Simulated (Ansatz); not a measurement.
**Nudged elastic band, with input and output: MoHCl₃F₄ (part 1 of 2)**

MoHCl₃F₄, computed with RHF/def2-SVP (Ansatz 0.2.0).

It belongs to a series of runs on one base structure; here: band between the two ends. Figures and captions count atoms from 1; the log counts them from 0 in places.

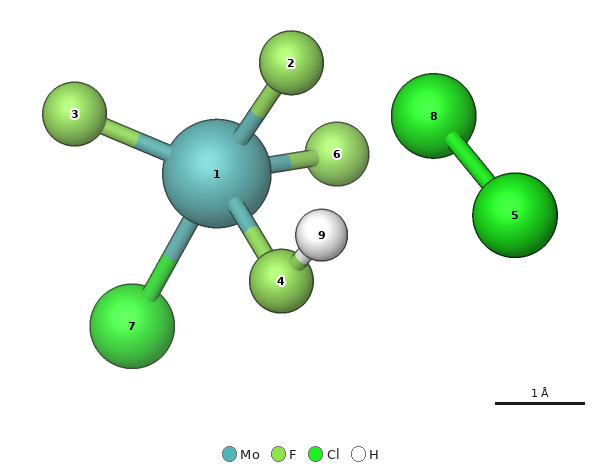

The starting structure (ball-and-stick view, seen at a tilt; atoms are numbered from 1 in the order of the input). Sticks mark near contacts.

Key numbers

- outcome: converged
- barrier, forward: 0.069 eV
- barrier, backward: 0.876 eV
- hardware: 4 threads of Arm Neoverse V1, 24 GiB of memory available, shared host
- wall time: 14 min (CPU time 54 min)
- peak memory: 0.6 GiB

Notes

The run takes a singlet; with an open-shell metal another spin state may lie lower. The order of the saddle point was not checked.

Input file
```yaml
crystal:
  periodic: [false, false, false]
  atoms:
    - { symbol: Mo, position_ang: [0.924675, -0.350983, -0.215964] }
    - { symbol: F, position_ang: [0.040355, -0.262537, 1.516821] }
    - { symbol: F, position_ang: [2.312418, 0.573005, 0.443567] }
    - { symbol: F, position_ang: [-0.748583, 0.944132, -0.524643] }
    - { symbol: Cl, position_ang: [-4.232299, 1.931233, 1.846184] }
    - { symbol: F, position_ang: [0.33111, -2.030505, -0.428591] }
    - { symbol: Cl, position_ang: [1.806799, -0.288051, -2.420875] }
    - { symbol: Cl, position_ang: [-2.507451, 0.917315, 2.143196] }
    - { symbol: H, position_ang: [-1.253725, 1.01499, 0.254306] }
basis:
  gaussian: { orbitals: def2-SVP }
hamiltonian:
  xc: hf
neb:
  order_check: false
  images: 5
  f_tol: 0.03
  max_iterations: 60
  final_atoms:
    - { symbol: Mo, position_ang: [0.02211347, 0.27012042, -0.08287679] }
    - { symbol: F, position_ang: [0.96839974, 0.11714633, 2.06942291] }
    - { symbol: F, position_ang: [1.78454384, -0.36900628, -0.27024781] }
    - { symbol: F, position_ang: [0.32738034, 2.03466011, 0.1972343] }
    - { symbol: Cl, position_ang: [-4.05526787, 0.05172516, 0.04837523] }
    - { symbol: F, position_ang: [-0.82494193, -1.23288615, 0.46370864] }
    - { symbol: Cl, position_ang: [-0.63912626, 0.32187028, -2.29818768] }
    - { symbol: Cl, position_ang: [-2.71475575, 1.45189389, 0.61779892] }
    - { symbol: H, position_ang: [1.80495343, -0.19692476, 1.86877328] }
  initial_path:
    images:
      - { positions_ang: [[0.924675, -0.350983, -0.215964], [0.040355, -0.262537, 1.516821], [2.312418, 0.573005, 0.443567], [-0.748583, 0.944132, -0.524643], [-4.232299, 1.931233, 1.846184], [0.33111, -2.030505, -0.428591], [1.806799, -0.288051, -2.420875], [-2.507451, 0.917315, 2.143196], [-1.253725, 1.01499, 0.254306]] }
      - { positions_ang: [[0.6220271, -0.22724639, -0.14279126], [0.00530911, -0.1986552, 1.71788934], [2.13661279, 0.40061633, 0.32010824], [-0.50632687, 1.22549885, -0.32370004], [-3.58520342, 1.27873863, 1.20168022], [0.23916574, -1.93626298, -0.30941982], [1.23971626, -0.15219683, -2.38145046], [-2.30806713, 1.13836896, 1.70243693], [-1.16993458, 0.91973762, 0.82924786]] }
      - { positions_ang: [[0.31937921, -0.10350979, -0.06961853], [-0.02973678, -0.1347734, 1.91895768], [1.96080758, 0.22822767, 0.19664949], [-0.26407074, 1.50686571, -0.12275708], [-2.93810785, 0.62624427, 0.55717643], [0.14722149, -1.84202095, -0.19024865], [0.67263352, -0.01634267, -2.34202593], [-2.10868326, 1.35942292, 1.26167786], [-1.08614416, 0.82448524, 1.40418973]] }
      - { positions_ang: [[0.01673131, 0.02022682, 0.00355421], [-0.06478267, -0.0708916, 2.12002601], [1.78500236, 0.055839, 0.07319073], [-0.02181461, 1.78823256, 0.07818589], [-2.29101227, -0.0262501, -0.08732735], [0.05527723, -1.74777893, -0.07107747], [0.10555078, 0.1195115, -2.30260139], [-1.90929939, 1.58047688, 0.82091879], [-1.00235374, 0.72923287, 1.97913159]] }
      - { positions_ang: [[0.01852536, 0.10352468, -0.02525613], [0.27961147, -0.00821229, 2.10315831], [1.78484952, -0.08577609, -0.04128878], [0.09458371, 1.87037508, 0.11786869], [-2.87909747, -0.00025835, -0.04209316], [-0.23812916, -1.57614801, 0.10718457], [-0.1426749, 0.18696443, -2.30113015], [-2.17778485, 1.53761589, 0.75321216], [-0.06658468, 0.42051366, 1.94234549]] }
      - { positions_ang: [[0.02031941, 0.18682255, -0.05406646], [0.6240056, 0.05446702, 2.08629061], [1.78469668, -0.22739119, -0.1557683], [0.21098202, 1.95251759, 0.1575515], [-3.46718267, 0.02573341, 0.00314104], [-0.53153554, -1.40451708, 0.2854466], [-0.39090058, 0.25441735, -2.29965892], [-2.4462703, 1.49475489, 0.68550554], [0.86918437, 0.11179445, 1.90555939]] }
      - { positions_ang: [[0.02211347, 0.27012042, -0.08287679], [0.96839974, 0.11714633, 2.06942291], [1.78454384, -0.36900628, -0.27024781], [0.32738034, 2.03466011, 0.1972343], [-4.05526787, 0.05172516, 0.04837523], [-0.82494193, -1.23288615, 0.46370864], [-0.63912626, 0.32187028, -2.29818768], [-2.71475575, 1.45189389, 0.61779892], [1.80495343, -0.19692476, 1.86877328]] }
```

Launched with:
```bash
ansatz run input.yaml --threads 4 --pin off --max-ram 5120MiB --backend cpu --events-out ev --progress --plain --runs-dir out
```

Log
```
Engine: ansatz 0.2.0, aarch64-unknown-linux-gnu
Functional definition: HF
  exchange = exact_x
  correlation = 0
1490 factors; integrals over basis functions are off by at most 3.4e-4 eV
mean field evaluation 1: about -50159.1209 eV, gradient 6.0e1 eV
mean field evaluation 2: about -50159.4349 eV, gradient 6.1e1 eV
mean field evaluation 4: about -50167.9119 eV, gradient 5.4e0 eV
mean field evaluation 8: about -50168.1283 eV, gradient 8.7e-1 eV
mean field evaluation 16: about -50168.1841 eV, gradient 2.3e-5 eV
mean field evaluation 32: about -50148.3508 eV, gradient 5.6e1 eV
mean field evaluation 64: about -50165.9436 eV, gradient 7.7e-1 eV
mean field evaluation 96: about -50161.2413 eV, gradient 5.9e1 eV
mean field -50168.18410450 eV, -1843.6467606240 hartree, gradient 1.7e-5 eV, S^2 0.000000; 0 other end points of the search recorded, 0 dependent functions left out
the calculation of the forces begins
reference -50168.18410450 eV, -1843.6467606240 hartree; 51, 51 occupied and 95, 95 virtual orbitals, 1490 factors
1486 factors; integrals over basis functions are off by at most 1.1e-3 eV
mean field evaluation 128: about -50157.9993 eV, gradient 4.1e1 eV
mean field evaluation 160: about -50161.4586 eV, gradient 3.2e1 eV
mean field evaluation 192: about -50165.7714 eV, gradient 6.1e-1 eV
mean field -50168.99104363 eV, -1843.6764150899 hartree, gradient 2.3e-5 eV, S^2 0.000000; 1 other end points of the search recorded, 0 dependent functions left out
[... from here on the field's lines of each further geometry are left out, up to the last ...]
NEB iter   1: max|band force component| = 6.766e2 eV/Å  barrier→ = 95.7917 eV  barrier← = 96.5986 eV  Δτ_max = 0.2000 Å  (985 SCF iters)
NEB iter   2: max|band force component| = 9.111e1 eV/Å  barrier→ = 14.9406 eV  barrier← = 15.7476 eV  Δτ_max = 0.1992 Å  (434 SCF iters)
NEB iter   3: max|band force component| = 7.841e1 eV/Å  barrier→ = 9.3041 eV  barrier← = 10.1110 eV  Δτ_max = 0.2000 Å  (460 SCF iters)
NEB iter   4: max|band force component| = 4.109e1 eV/Å  barrier→ = 3.1050 eV  barrier← = 3.9119 eV  Δτ_max = 0.1992 Å  (419 SCF iters)
NEB iter   5: max|band force component| = 2.033e1 eV/Å  barrier→ = 1.1227 eV  barrier← = 1.9297 eV  Δτ_max = 0.1968 Å  (412 SCF iters)
NEB iter   6: max|band force component| = 6.148e0 eV/Å  barrier→ = 1.7894 eV  barrier← = 2.5963 eV  Δτ_max = 0.1002 Å  (416 SCF iters)
NEB iter   7: max|band force component| = 7.493e0 eV/Å  barrier→ = 0.9508 eV  barrier← = 1.7577 eV  Δτ_max = 0.0500 Å  (412 SCF iters)
NEB iter   8: max|band force component| = 2.852e0 eV/Å  barrier→ = 0.7681 eV  barrier← = 1.5751 eV  Δτ_max = 0.0998 Å  (400 SCF iters)
NEB iter   9: max|band force component| = 2.186e0 eV/Å  barrier→ = 0.4683 eV  barrier← = 1.2753 eV  Δτ_max = 0.1006 Å  (396 SCF iters)
NEB iter  10: max|band force component| = 5.038e0 eV/Å  barrier→ = 0.4273 eV  barrier← = 1.2343 eV  Δτ_max = 0.0501 Å  (394 SCF iters)
NEB iter  11: max|band force component| = 1.015e0 eV/Å  barrier→ = 0.1914 eV  barrier← = 0.9984 eV  Δτ_max = 0.1010 Å  (417 SCF iters)
NEB iter  12: max|band force component| = 5.331e-1 eV/Å  barrier→ = 0.1024 eV  barrier← = 0.9093 eV  Δτ_max = 0.1000 Å  (397 SCF iters)
NEB iter  13: max|band force component| = 2.629e-1 eV/Å  barrier→ = 0.0571 eV  barrier← = 0.8640 eV  CI = image 1  Δτ_max = 0.0998 Å  (401 SCF iters)
NEB iter  14: max|band force component| = 1.983e-1 eV/Å  barrier→ = 0.0511 eV  barrier← = 0.8580 eV  CI = image 1  Δτ_max = 0.1004 Å  (392 SCF iters)
NEB iter  15: max|band force component| = 1.883e-1 eV/Å  barrier→ = 0.0448 eV  barrier← = 0.8518 eV  CI = image 1  Δτ_max = 0.1006 Å  (410 SCF iters)
NEB iter  16: max|band force component| = 5.526e-1 eV/Å  barrier→ = 0.0441 eV  barrier← = 0.8510 eV  CI = image 1  Δτ_max = 0.0500 Å  (393 SCF iters)
NEB iter  17: max|band force component| = 2.469e-1 eV/Å  barrier→ = 0.0440 eV  barrier← = 0.8509 eV  CI = image 1  Δτ_max = 0.0499 Å  (394 SCF iters)
NEB iter  18: max|band force component| = 1.488e-1 eV/Å  barrier→ = 0.0450 eV  barrier← = 0.8520 eV  CI = image 1  Δτ_max = 0.0499 Å  (393 SCF iters)
NEB iter  19: max|band force component| = 8.331e-2 eV/Å  barrier→ = 0.0471 eV  barrier← = 0.8540 eV  CI = image 1  Δτ_max = 0.0503 Å  (392 SCF iters)
NEB iter  20: max|band force component| = 4.528e-2 eV/Å  barrier→ = 0.0495 eV  barrier← = 0.8564 eV  CI = image 1  Δτ_max = 0.1004 Å  (395 SCF iters)
NEB iter  21: max|band force component| = 8.308e-2 eV/Å  barrier→ = 0.0540 eV  barrier← = 0.8610 eV  CI = image 1  Δτ_max = 0.0501 Å  (393 SCF iters)
NEB iter  22: max|band force component| = 4.892e-2 eV/Å  barrier→ = 0.0574 eV  barrier← = 0.8643 eV  CI = image 1  Δτ_max = 0.0501 Å  (387 SCF iters)
NEB iter  23: max|band force component| = 6.058e-2 eV/Å  barrier→ = 0.0614 eV  barrier← = 0.8684 eV  CI = image 1  Δτ_max = 0.0250 Å  (391 SCF iters)
NEB iter  24: max|band force component| = 1.568e-1 eV/Å  barrier→ = 0.0620 eV  barrier← = 0.8689 eV  CI = image 1  Δτ_max = 0.0125 Å  (390 SCF iters)
NEB iter  25: max|band force component| = 8.475e-2 eV/Å  barrier→ = 0.0622 eV  barrier← = 0.8691 eV  CI = image 1  Δτ_max = 0.0125 Å  (393 SCF iters)
NEB iter  26: max|band force component| = 6.696e-2 eV/Å  barrier→ = 0.0625 eV  barrier← = 0.8694 eV  CI = image 1  Δτ_max = 0.0250 Å  (401 SCF iters)
NEB iter  27: max|band force component| = 6.402e-2 eV/Å  barrier→ = 0.0633 eV  barrier← = 0.8702 eV  CI = image 1  Δτ_max = 0.0501 Å  (396 SCF iters)
NEB iter  28: max|band force component| = 5.483e-2 eV/Å  barrier→ = 0.0648 eV  barrier← = 0.8718 eV  CI = image 1  Δτ_max = 0.0501 Å  (409 SCF iters)
NEB iter  29: max|band force component| = 6.785e-2 eV/Å  barrier→ = 0.0662 eV  barrier← = 0.8731 eV  CI = image 1  Δτ_max = 0.0250 Å  (394 SCF iters)
NEB iter  30: max|band force component| = 6.256e-2 eV/Å  barrier→ = 0.0668 eV  barrier← = 0.8738 eV  CI = image 1  Δτ_max = 0.0500 Å  (391 SCF iters)
NEB iter  31: max|band force component| = 7.749e-2 eV/Å  barrier→ = 0.0679 eV  barrier← = 0.8748 eV  CI = image 1  Δτ_max = 0.0999 Å  (395 SCF iters)
NEB iter  32: max|band force component| = 7.999e-2 eV/Å  barrier→ = 0.0691 eV  barrier← = 0.8761 eV  CI = image 1  Δτ_max = 0.0500 Å  (397 SCF iters)
NEB iter  33: max|band force component| = 1.363e-1 eV/Å  barrier→ = 0.0697 eV  barrier← = 0.8767 eV  CI = image 1  Δτ_max = 0.0250 Å  (392 SCF iters)
NEB iter  34: max|band force component| = 8.927e-2 eV/Å  barrier→ = 0.0696 eV  barrier← = 0.8765 eV  CI = image 1  Δτ_max = 0.0250 Å  (381 SCF iters)
NEB iter  35: max|band force component| = 9.336e-2 eV/Å  barrier→ = 0.0695 eV  barrier← = 0.8764 eV  CI = image 1  Δτ_max = 0.0503 Å  (389 SCF iters)
NEB iter  36: max|band force component| = 9.862e-2 eV/Å  barrier→ = 0.0693 eV  barrier← = 0.8762 eV  CI = image 1  Δτ_max = 0.1003 Å  (376 SCF iters)
NEB iter  37: max|band force component| = 1.019e-1 eV/Å  barrier→ = 0.0689 eV  barrier← = 0.8759 eV  CI = image 1  Δτ_max = 0.1011 Å  (385 SCF iters)
NEB iter  38: max|band force component| = 1.186e-1 eV/Å  barrier→ = 0.0705 eV  barrier← = 0.8774 eV  CI = image 1  Δτ_max = 0.0500 Å  (389 SCF iters)
NEB iter  39: max|band force component| = 9.233e-2 eV/Å  barrier→ = 0.0683 eV  barrier← = 0.8752 eV  CI = image 1  Δτ_max = 0.0250 Å  (385 SCF iters)
NEB iter  40: max|band force component| = 2.971e-1 eV/Å  barrier→ = 0.0685 eV  barrier← = 0.8755 eV  CI = image 1  Δτ_max = 0.0125 Å  (385 SCF iters)
NEB iter  41: max|band force component| = 9.339e-2 eV/Å  barrier→ = 0.0677 eV  barrier← = 0.8747 eV  CI = image 1  Δτ_max = 0.0250 Å  (386 SCF iters)
NEB iter  42: max|band force component| = 5.839e-2 eV/Å  barrier→ = 0.0678 eV  barrier← = 0.8747 eV  CI = image 1  Δτ_max = 0.0501 Å  (386 SCF iters)
NEB iter  43: max|band force component| = 3.248e-2 eV/Å  barrier→ = 0.0677 eV  barrier← = 0.8747 eV  CI = image 1  Δτ_max = 0.0952 Å  (392 SCF iters)
```
